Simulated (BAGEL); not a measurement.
# RI-MP2/cc-pVDZ (density fitting with qzvpp-jkfit) run of C2H3ClF2 (SMILES FCC(F)Cl)

What is the energy change on altering one bond length of C2H3ClF2 at RI-MP2/cc-pVDZ (density fitting with qzvpp-jkfit)? 

The results are computed with BAGEL 1.2.2.

2 further runs of the same task are left out: 2 set aside as unsound or not needed.

### 1 The structure to begin with

C2H3ClF2: 8 atoms, total charge 0, spin state singlet. As SMILES, `FCC(F)Cl`. The shape is that of a PBE0-D4/def2-TZVP optimisation. This is one conformer, not always the lowest.

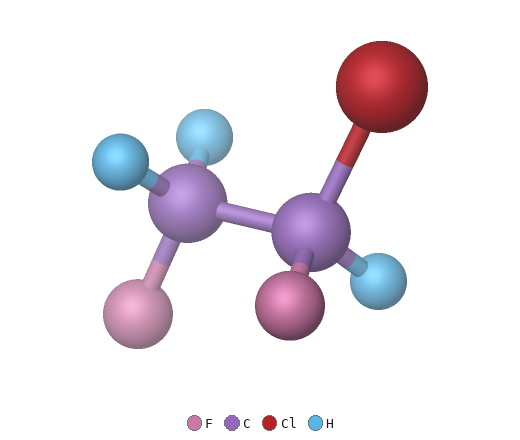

The structure, seen from a chosen angle (fluorine pink, carbon purple, chlorine red, hydrogen blue).

### 2 A single-point energy at RI-MP2/cc-pVDZ (density fitting with qzvpp-jkfit)

Input file calc.json:

```json
{ "bagel": [

{
  "title": "molecule",
  "basis": "cc-pvdz.json",
  "df_basis": "qzvpp-jkfit",
  "angstrom": true,
  "geometry": [
    { "atom": "F", "xyz": [   -0.356100,   -0.815200,    1.579400 ] },
    { "atom": "C", "xyz": [    0.298000,    0.039200,    0.725000 ] },
    { "atom": "C", "xyz": [   -0.320800,   -0.068900,   -0.644800 ] },
    { "atom": "F", "xyz": [   -0.104600,   -1.302200,   -1.162600 ] },
    { "atom": "Cl", "xyz": [    0.420900,    1.153900,   -1.694200 ] },
    { "atom": "H", "xyz": [    0.197500,    1.061200,    1.096600 ] },
    { "atom": "H", "xyz": [    1.353200,   -0.241400,    0.675300 ] },
    { "atom": "H", "xyz": [   -1.395900,    0.116300,   -0.630600 ] }
  ]
},
{ "title": "hf" },
{ "title": "mp2", "ncore": 9 }

]}
```

The basis set cc-pVDZ is read from a file made from the Basis Set Exchange's data (not shown).

Started as:

```console
$ BAGEL_NUM_THREADS=1 BAGEL calc.json > calc.out
```

Standard output:

```text
* using 1 threads per process

  ===============================================================
  ===============================================================

  *** Geometry ***

  { "atom" : "F", "xyz" : [     -0.672931,     -1.540505,      2.984633 ] },
  { "atom" : "C", "xyz" : [      0.563138,      0.074077,      1.370051 ] },
  { "atom" : "C", "xyz" : [     -0.606224,     -0.130202,     -1.218495 ] },
  { "atom" : "F", "xyz" : [     -0.197665,     -2.460801,     -2.196996 ] },
  { "atom" : "Cl", "xyz" : [      0.795386,      2.180555,     -3.201574 ] },
  { "atom" : "H", "xyz" : [      0.373221,      2.005377,      2.072274 ] },
  { "atom" : "H", "xyz" : [      2.557177,     -0.456180,      1.276132 ] },
  { "atom" : "H", "xyz" : [     -2.637869,      0.219775,     -1.191661 ] },

  Number of auxiliary basis functions:      486

  Since a DF basis is specified, we compute 2- and 3-index integrals:
    o Being stored without compression. Storage requirement is 0.031 GB

  Number of basis functions:       89
  Number of electrons      :       50

    * METHOD: MOLECULE                             0.28

  *** RHF ***

  === Nuclear Repulsion ===
   233.3823098059

      * DIIS with orbital gradients will be used.

  === RHF iteration (cc-pvdz.json) ===
      0       -735.68123245          0.01292151           0.08
      1       -735.80378500          0.00893545           0.09
      2       -735.86016741          0.00125638           0.08
      3       -735.86195029          0.00027459           0.07
      4       -735.86202248          0.00007713           0.08
      5       -735.86203173          0.00002613           0.08
      6       -735.86203276          0.00000845           0.08
      7       -735.86203286          0.00000325           0.07
      8       -735.86203287          0.00000121           0.08
      9       -735.86203287          0.00000038           0.09
     10       -735.86203287          0.00000010           0.08
     11       -735.86203287          0.00000004           0.09
     12       -735.86203287          0.00000002           0.08
     13       -735.86203287          0.00000001           0.08
    * SCF iteration converged.

    * Permanent dipole moment:
           (    0.025886,    -0.635300,    -0.260097) a.u.

    * METHOD: HF                                   1.37

  *** RHF ***

  === Nuclear Repulsion ===
   233.3823098059

      * DIIS with orbital gradients will be used.

  === RHF iteration (cc-pvdz.json) ===
      0       -735.86203287          0.00000000           0.08
    * SCF iteration converged.

    * Permanent dipole moment:
           (    0.025887,    -0.635300,    -0.260097) a.u.

  === DF-MP2 calculation ===

    * freezing 9 orbitals
    * 3-index integral transformation done
    * assembly done

      MP2 correlation energy:   -0.7799144676      0.06

      MP2 total energy:       -736.6419473379

    * METHOD: MP2                                  0.23

  ===============================================================
```

It took 2 s on 1 thread of Arm Neoverse V1, shared host; peak memory 0.12 GiB.

### 3 The distorted shape

Input file input.json:

```json
{ "bagel": [

{
  "title": "molecule",
  "basis": "cc-pvdz.json",
  "df_basis": "qzvpp-jkfit",
  "angstrom": true,
  "geometry": [
    { "atom": "F", "xyz": [      -0.464196,      -0.198572,       1.838291 ] },
    { "atom": "C", "xyz": [       0.189904,       0.655828,       0.983891 ] },
    { "atom": "C", "xyz": [      -0.428896,       0.547728,      -0.385909 ] },
    { "atom": "F", "xyz": [      -0.104600,      -1.302200,      -1.162600 ] },
    { "atom": "Cl", "xyz": [       0.312804,       1.770528,      -1.435309 ] },
    { "atom": "H", "xyz": [       0.089404,       1.677828,       1.355491 ] },
    { "atom": "H", "xyz": [       1.245104,       0.375228,       0.934191 ] },
    { "atom": "H", "xyz": [      -1.503996,       0.732928,      -0.371709 ] }
  ]
},

{
  "title": "hf"
},

{
  "title": "mp2",
  "ncore": 9
}

]}
```

The basis set cc-pVDZ is read from a file made from the Basis Set Exchange's data (not shown).

Started as:

```console
$ BAGEL_NUM_THREADS=1 BAGEL input.json > input.out
```

Standard output:

```text
* using 1 threads per process

  ===============================================================
  ===============================================================

  *** Geometry ***

  { "atom" : "F", "xyz" : [     -0.877203,     -0.375247,      3.473867 ] },
  { "atom" : "C", "xyz" : [      0.358867,      1.239335,      1.859285 ] },
  { "atom" : "C", "xyz" : [     -0.810496,      1.035056,     -0.729262 ] },
  { "atom" : "F", "xyz" : [     -0.197665,     -2.460801,     -2.196996 ] },
  { "atom" : "Cl", "xyz" : [      0.591114,      3.345813,     -2.712341 ] },
  { "atom" : "H", "xyz" : [      0.168949,      3.170635,      2.561507 ] },
  { "atom" : "H", "xyz" : [      2.352906,      0.709078,      1.765365 ] },
  { "atom" : "H", "xyz" : [     -2.842141,      1.385033,     -0.702428 ] },

  Number of auxiliary basis functions:      486

  Since a DF basis is specified, we compute 2- and 3-index integrals:
    o Being stored without compression. Storage requirement is 0.031 GB

  Number of basis functions:       89
  Number of electrons      :       50

    * METHOD: MOLECULE                             0.26

  *** RHF ***

  === Nuclear Repulsion ===
   215.3932256246

      * DIIS with orbital gradients will be used.

  === RHF iteration (cc-pvdz.json) ===
      0       -735.40977779          0.01625377           0.08
      1       -735.46643220          0.01796941           0.07
      2       -735.72847152          0.00219602           0.08
      3       -735.73353526          0.00097632           0.08
      4       -735.73465389          0.00025471           0.08
      5       -735.73477976          0.00009618           0.09
      6       -735.73479767          0.00003782           0.08
      7       -735.73480069          0.00000814           0.08
      8       -735.73480084          0.00000319           0.08
      9       -735.73480086          0.00000124           0.08
     10       -735.73480086          0.00000049           0.08
     11       -735.73480086          0.00000024           0.08
     12       -735.73480087          0.00000013           0.08
     13       -735.73480087          0.00000007           0.07
     14       -735.73480087          0.00000004           0.07
     15       -735.73480087          0.00000001           0.07
     16       -735.73480087          0.00000001           0.08
    * SCF iteration converged.

    * Permanent dipole moment:
           (    0.046600,    -1.926832,    -0.679167) a.u.

    * METHOD: HF                                   1.55

  *** RHF ***

  === Nuclear Repulsion ===
   215.3932256246

      * DIIS with orbital gradients will be used.

  === RHF iteration (cc-pvdz.json) ===
      0       -735.73480087          0.00000000           0.08
    * SCF iteration converged.

    * Permanent dipole moment:
           (    0.046600,    -1.926832,    -0.679167) a.u.

  === DF-MP2 calculation ===

    * freezing 9 orbitals
    * 3-index integral transformation done
    * assembly done

      MP2 correlation energy:   -0.8033974023      0.05

      MP2 total energy:       -736.5381982675

    * METHOD: MP2                                  0.24

  ===============================================================
```

It took 2.2 s on 1 thread of Arm Neoverse V1, shared host; peak memory 0.13 GiB.

### 4 What came out

Level: RI-MP2/cc-pVDZ (density fitting with qzvpp-jkfit), 9 core orbitals frozen.

```
                                                         quantity          value
                                        first shape: total energy  -736.64195 Eh
         first shape: correlation energy (9 core orbitals frozen)     -779.9 mEh
                                    distorted shape: total energy  -736.53820 Eh
     distorted shape: correlation energy (9 core orbitals frozen)     -803.4 mEh
energy change with the C3–F4 bond stretched from 1.355 to 2.032 Å       2.823 eV
```

**Reading.** One bond (distorted shape) is far stretched, which a spin-restricted single reference describes badly; perturbation theory on it can break down and give far too much correlation. With the C3–F4 bond stretched from 1.355 to 2.032 Å the energy rises by 2.82 eV (65 kcal/mol). The first shape isn't relaxed at this level, so the change isn't measured from a minimum. A restricted reference can't describe the breaking bond well at this length.
